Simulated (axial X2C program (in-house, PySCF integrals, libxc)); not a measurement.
**CuNa⁺: relativistic diatomic calculation**

- system: CuNa⁺. The reference is closed-shell CuNa; the roots are the vertical energies to take an electron from it, which leaves states of CuNa⁺. The distance is the PBE0 minimum at charge 0.
- method: EOM-IP-CCSD, two-component X2C with atomic mean-field Coulomb and Gaunt terms, Cu dyall-cv3z, Na dyall-cv3z (cores contracted) (axial X2C program (in-house, PySCF integrals, libxc))

**Summary**

- outcome: converged
- HF energy of the reference CuNa: −1814.77298 hartree
- MP2 energy of the reference CuNa: −1815.60216 hartree
- CCSD energy of the reference CuNa (with the MP2 share of the virtual spinors left out of the coupled-cluster step): −1815.54635 hartree
- CCSD(T) energy of the reference CuNa: −1815.56676 hartree
- T1 diagnostic (spinor form; for a closed shell √2 times the usual value): 0.036
- hardware: 1 thread of Arm Neoverse V2, 24 GiB of memory available, shared host
- wall time: 17 s
- peak memory: 1.1 GiB

**Input**
```
{"zs": [29, 11], "q": 1, "bas": ["dyall-cv3z", "dyall-cv3z"], "r0": 2.67, "eom": "ip", "rq": 0, "thr": -2.0, "nmax": 95, "grid": [1, 0.96, 1.045, 0.92, 1.09, 1.15]}
```

The line is the task of a batch: nuclear charges, charge, bases, a first guess of the distance and further settings. This report covers the levels named above. The log is that of the reference distance 2.563 Å.

Launched within a batch (the task file carries these settings):
```bash
python <driver script> task.json out
```

**Log**
```
two-component X2C + atomic mean field  HF
basis functions 177  fitting functions 909  grid points 5084
iter        total energy     max residual
   1      -1814.738873053     2.51e-01
   2      -1814.766666668     2.87e-02
   3      -1814.768427223     7.76e-02
   4      -1814.772894292     6.80e-03
   5      -1814.772963073     4.42e-04
   6      -1814.772974902     4.03e-04
   7      -1814.772975855     1.78e-04
   8      -1814.772976090     1.74e-05
   9      -1814.772976099     1.12e-05
  10      -1814.772976100     1.89e-06
converged
one-electron -2667.47435431  Coulomb 867.95627608  exact exchange -80.59446075  xc functional 0.00000000  nuclear repulsion 65.86325801  atomic mean-field constant -0.52369513
correlated 20  virtual 270  natural virtual 82  E(MP2) -0.829183883  MP2 remainder -0.118704006
iter   CCSD correlation   residual
   1     -0.617283618   2.57e-01
   2     -0.649552313   1.49e-01
   3     -0.654776657   4.35e-02
   4     -0.654390451   2.20e-02
   5     -0.654339175   9.35e-03
   6     -0.654666770   5.07e-03
   7     -0.654673573   2.10e-03
   8     -0.654631590   1.20e-03
   9     -0.654701512   7.67e-04
  10     -0.654662704   3.87e-04
  11     -0.654671291   1.94e-04
  12     -0.654674998   9.37e-05
  13     -0.654673747   6.23e-05
  14     -0.654673423   3.97e-05
  15     -0.654674048   2.09e-05
  16     -0.654673720   9.84e-06
  17     -0.654673549   4.56e-06
  18     -0.654673585   2.64e-06
  19     -0.654673527   1.64e-06
  20     -0.654673528   9.62e-07
(T) -0.020410091127969605  T1 0.0355  D1 0.0867  max T2 0.111
EOM-IP-CCSD roots
2*Omega      energy/Eh   energy/eV  one-particle weight
    1       0.22521148      6.1283      0.951
    1       0.30305593      8.2466      0.882
    1       0.31237131      8.5001      0.881
    1       0.40283705     10.9618      0.008
    3       0.30136818      8.2006      0.883
    3       0.30992476      8.4335      0.884
    3       0.41078028     11.1779      0.004
    5       0.29985701      8.1595      0.885
```

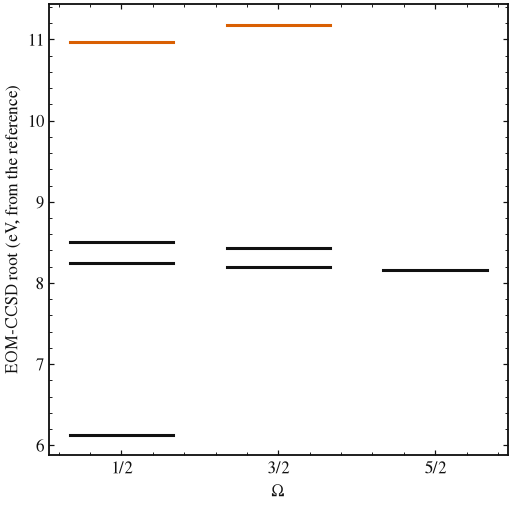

**Figure 1.** EOM-CCSD roots by Ω at 2.56 Å; roots whose one-particle weight is under 0.8 have the second colour. The lowest has Ω = 1/2 and lies at 6.128 eV, with one-particle weight 0.95. 2 of the 8 roots are less well described at this level.
